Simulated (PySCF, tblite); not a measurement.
# CH6FO3Si3 radical: geometry, infrared bands and EPR parameters

What infrared bands and EPR parameters should CH6FO3Si3 radical (`F[Si@]1(O[SiH2])OC[SiH2]O1`) show?

The runs use tblite 0.8.0 and PySCF 2.14.0, with density-fitted response routines of our own; the level of theory stands in each step. All values are computed, except where a source is named. Atoms count from 0, in the outputs and in this text.

### Step 1. The molecule as given

14 atoms, charge 0, multiplicity 2; geometry from: force field or distance geometry start.

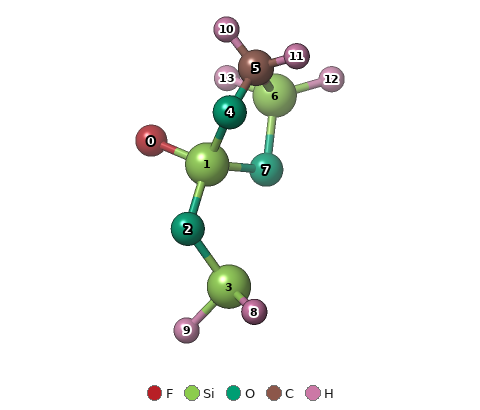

As it starts; fluorine red, silicon green, oxygen teal, carbon brown, hydrogen pink, atoms numbered.

### Step 2. Optimising the geometry with GFN2-xTB

The job: settings as JSON, then the geometry in Å.

```
{"job": {"kind": "relax", "xc": "GFN2-xTB", "basis": "xTB"}, "charge": 0, "multiplicity": 2}
F     -0.340400    -1.699700     1.572600
Si     0.304700    -0.260800     0.949000
O      1.902200    -0.089100     1.514100
Si     3.081100    -0.140200     0.284200
O     -0.711500     1.065400     1.259100
C     -1.865900     0.921900     0.503800
Si    -1.543800    -0.309400    -0.843800
O      0.187100    -0.390300    -0.756600
H      3.833400     1.124000     0.381500
H      4.031600    -1.201800     0.698400
H     -2.710900     0.609300     1.151500
H     -2.078000     1.911800     0.045400
H     -2.048900     0.069900    -2.135200
H     -2.041500    -1.611400    -0.366300
```

Run with:

```sh
$ OMP_NUM_THREADS=1 python probes_run.py task.json out
```

This one command runs all jobs of the session in turn.

**Question.** This job is followed by: GFN2-xTB harmonic vibrations, gas phase; UKS B3LYP, pcH-1 on C F H O Si, non-relativistic, mean-field spin-orbit, GIAO. Predict these results of the whole session: strongest single infrared mode (GFN2-xTB); zero-point energy (GFN2-xTB); g(iso) (B3LYP); ⟨S²⟩; largest a(iso) (averaged by class); potential on the surface of density 0.002 e/bohr³, 1st and 99th percentile.

As calculated:

| quantity | value |
| --- | --- |
| strongest single infrared mode (GFN2-xTB) | 1124 cm⁻¹, 783 km/mol |
| zero-point energy (GFN2-xTB) | 47.7 kcal/mol |
| g(iso) (B3LYP) | 2.00253 |
| ⟨S²⟩ | 0.751 (exact 0.75) |
| largest a(iso) (averaged by class) | 29Si on Si3, -605.4 MHz |
| potential on the surface of density 0.002 e/bohr³, 1st and 99th percentile | -1.16 V and 1.78 V |

In words: Relaxing lowered the energy by 1.463 eV in 128 steps; the close pair that moved most is Si1–O2, from 1.703 to 1.587 Å. All 36 modes are real, so the xTB geometry is a minimum. The strongest single mode, at 1124 cm⁻¹, moves mainly O2. GFN2-xTB is a fitted tight-binding method: band positions and strengths are rough. Its intensities can rank the bands wrongly. Most of the unpaired spin sits on Si3 (0.91 e). The isotropic g lies 0.2 ppt above the free-electron value. These values are for one conformer; the search (at its own cheap level) found 2 more, at 0.04, 0.50 kcal/mol (those within 0.05 may be mirror or relabelled copies), and measured spectra average over such forms.
